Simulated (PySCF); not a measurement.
# AlAsH6 (SMILES [AlH3-][AsH3+]): HF/cc-pV(T+d)Z

Aim: the vertical ionisation energy of AlAsH6 at HF/cc-pV(T+d)Z, from 2 runs. 

The calculation is run with PySCF 2.14.0.

## (1) The system as given

AlAsH6 has 8 atoms, charge 0, and is taken as a singlet. SMILES: `[AlH3-][AsH3+]`. The coordinates come from a PBE0-D4/def2-TZVP relaxation.

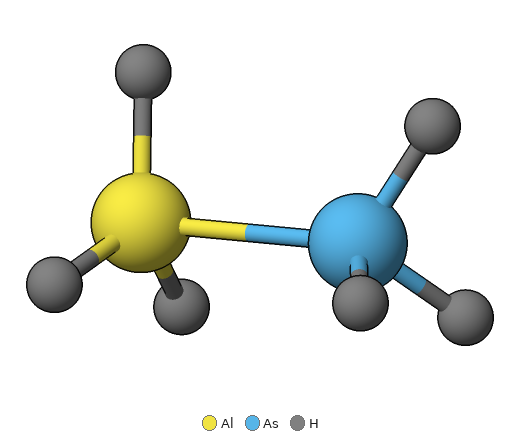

The structure, seen from a chosen angle (aluminium yellow, arsenic blue, hydrogen grey).

## (2) A single-point energy at HF/cc-pV(T+d)Z

The input, input.py:

```python
from pyscf import gto

molecule = gto.Mole()
molecule.atom = '''
Al  -0.535100   0.191500  -1.434300
As   0.405200  -0.150600   1.019600
H    0.205600  -1.062300  -2.086700
H   -2.078900   0.058700  -1.052900
H    0.078100   1.647600  -1.657900
H    1.209600   0.941600   1.677800
H    1.353100  -1.285300   1.315000
H   -0.545400  -0.398200   2.163500
'''
molecule.verbose = 4
molecule.basis = 'cc-pv(t+d)z'
molecule.max_memory = 1860
molecule.build()

mf = molecule.RHF()
mf.conv_tol = 1e-10
mf.kernel()
if not mf.converged:
    mf = mf.newton().run(mf.mo_coeff, mf.mo_occ)

etot = mf.e_tot
print('E(%s) = %.9f' % ('HF', etot))
```

Started as:

```
$ OMP_NUM_THREADS=1 python input.py
```

Output:

```text
PySCF version 2.14.0

[INPUT] num. atoms = 8
[INPUT] num. electrons = 52
[INPUT] charge = 0
[INPUT] spin (= nelec alpha-beta = 2S) = 0
[INPUT] symmetry False subgroup None
[INPUT] Mole.unit = angstrom
[INPUT] Symbol           X                Y                Z      unit          X                Y                Z       unit  Magmom
[INPUT]  1 Al    -0.535100000000   0.191500000000  -1.434300000000 AA   -1.011192449255   0.361882552854  -2.710434180464 Bohr   0.0
[INPUT]  2 As     0.405200000000  -0.150600000000   1.019600000000 AA    0.765717025674  -0.284592754359   1.926764756607 Bohr   0.0
[INPUT]  3 H      0.205600000000  -1.062300000000  -2.086700000000 AA    0.388527691211  -2.007456062125  -3.943291504130 Bohr   0.0
[INPUT]  4 H     -2.078900000000   0.058700000000  -1.052900000000 AA   -3.928551640358   0.110926923512  -1.989692636555 Bohr   0.0
[INPUT]  5 H      0.078100000000   1.647600000000  -1.657900000000 AA    0.147587610329   3.113512762833  -3.132976941916 Bohr   0.0
[INPUT]  6 H      1.209600000000   0.941600000000   1.677800000000 AA    2.285812720274   1.779366118890   3.170582491795 Bohr   0.0
[INPUT]  7 H      1.353100000000  -1.285300000000   1.315000000000 AA    2.556988419149  -2.428864987903   2.484989853803 Bohr   0.0
[INPUT]  8 H     -0.545400000000  -0.398200000000   2.163500000000 AA   -1.030656628338  -0.752488942802   4.088422470497 Bohr   0.0

nuclear repulsion = 157.609352309928
number of shells = 26
number of NR pGTOs = 271
number of NR cGTOs = 166
basis = cc-pv(t+d)z
ecp = {}

******** <class 'pyscf.scf.hf.RHF'> ********
method = RHF
initial guess = minao
damping factor = 0
level_shift factor = 0
DIIS = <class 'pyscf.scf.diis.CDIIS'>
diis_start_cycle = 1
diis_space = 8
diis_damp = 0
SCF conv_tol = 1e-10
SCF conv_tol_grad = None
SCF max_cycles = 50
direct_scf = True
direct_scf_tol = 1e-13
Set gradient conv threshold to 1e-05
Initial guess from minao.
init E= -2478.45407301928
  HOMO = -0.320503617146342  LUMO = 0.0425768427000328  gap/eV = 9.87992
cycle= 1 E= -2479.5939711682  delta_E= -1.14  |g|= 0.271  |ddm|=  4.2
  HOMO = -0.394265956176578  LUMO = 0.0722395206228361  gap/eV = 12.69426
cycle= 2 E= -2479.62844825015  delta_E= -0.0345  |g|= 0.0997  |ddm|= 0.678
  HOMO = -0.402337920261763  LUMO = 0.0837500377464728  gap/eV = 13.22713
cycle= 3 E= -2479.63148251665  delta_E= -0.00303  |g|= 0.038  |ddm|= 0.182
  HOMO = -0.403767833441852  LUMO = 0.0854863616931283  gap/eV = 13.31328
cycle= 4 E= -2479.63198688163  delta_E= -0.000504  |g|= 0.00583  |ddm|= 0.0839
  HOMO = -0.403011467900293  LUMO = 0.0853781509831961  gap/eV = 13.28976
cycle= 5 E= -2479.63201132769  delta_E= -2.44e-05  |g|= 0.00135  |ddm|= 0.02
  HOMO = -0.403097968777284  LUMO = 0.0852875193758278  gap/eV = 13.28965
cycle= 6 E= -2479.63201303319  delta_E= -1.71e-06  |g|= 0.000263  |ddm|= 0.00729
  HOMO = -0.403069164088  LUMO = 0.0852969770954317  gap/eV = 13.28912
cycle= 7 E= -2479.63201308975  delta_E= -5.66e-08  |g|= 5.55e-05  |ddm|= 0.00147
  HOMO = -0.40307586939557  LUMO = 0.0852926586516878  gap/eV = 13.28918
cycle= 8 E= -2479.6320130917  delta_E= -1.96e-09  |g|= 9.99e-06  |ddm|= 0.000261
  HOMO = -0.403074653663433  LUMO = 0.0852924569745346  gap/eV = 13.28915
cycle= 9 E= -2479.63201309179  delta_E= -8.5e-11  |g|= 2.07e-06  |ddm|= 5.12e-05
  HOMO = -0.403074639862442  LUMO = 0.0852924431921442  gap/eV = 13.28915
Extra cycle  E= -2479.63201309179  delta_E= -2.27e-12  |g|= 8.07e-07  |ddm|= 7.18e-06
converged SCF energy = -2479.63201309179
E(HF) = -2479.632013092
```

It took 13 s on 1 thread of Arm Neoverse V1, shared host; peak memory 0.87 GiB.

## (3) The doublet cation, same level

The input, mol.xyz:

```xyz
8
AlAsH6
Al    -0.535100     0.191500    -1.434300
As     0.405200    -0.150600     1.019600
H      0.205600    -1.062300    -2.086700
H     -2.078900     0.058700    -1.052900
H      0.078100     1.647600    -1.657900
H      1.209600     0.941600     1.677800
H      1.353100    -1.285300     1.315000
H     -0.545400    -0.398200     2.163500
```

The input, input.py:

```python
from pyscf import gto

system = gto.Mole()
system.atom = 'mol.xyz'
system.basis = 'cc-pv(t+d)z'
system.verbose = 3
system.spin = 1
system.charge = 1
system.max_memory = 1860
system.build()

mf = system.UHF()
mf.conv_tol = 1e-10
mf.kernel()
if not mf.converged:
    mf = mf.newton().run(mf.mo_coeff, mf.mo_occ)

e_tot = mf.e_tot
print('E(%s) = %.9f' % ('HF', e_tot))
```

Started as:

```
$ OMP_NUM_THREADS=1 python input.py
```

Output:

```text
converged SCF energy = -2479.24884155933  <S^2> = 0.76473388  2S+1 = 2.01468
E(HF) = -2479.248841559
```

Run time: 30 s. Hardware: 1 thread of Arm Neoverse V1, shared host; peak memory 0.87 GiB.

## (4) Results

Level: HF/cc-pV(T+d)Z.

```
                                          quantity           value
                      singlet AlAsH6: total energy  -2479.63201 Eh
                     singlet AlAsH6: dipole moment          4.06 D
                       singlet AlAsH6: HOMO energy       -10.97 eV
                       singlet AlAsH6: LUMO energy         2.32 eV
                     singlet AlAsH6: HOMO–LUMO gap        13.29 eV
                      doublet cation: total energy  -2479.24884 Eh
doublet cation: HOMO energy (highest over α and β)       -15.69 eV
 doublet cation: LUMO energy (lowest over α and β)        -9.40 eV
                              doublet cation: ⟨S²⟩           0.765
vertical ionisation energy (to the doublet cation)       10.427 eV
```

The vertical ionisation energy comes to 10.43 eV (1006 kJ/mol). −ε(HOMO) before ionisation, 10.97 eV, is 0.54 eV above this ionisation energy. Mulliken charges (singlet AlAsH6) run from -0.20 on H5 to +0.38 on Al1; they depend strongly on the basis.
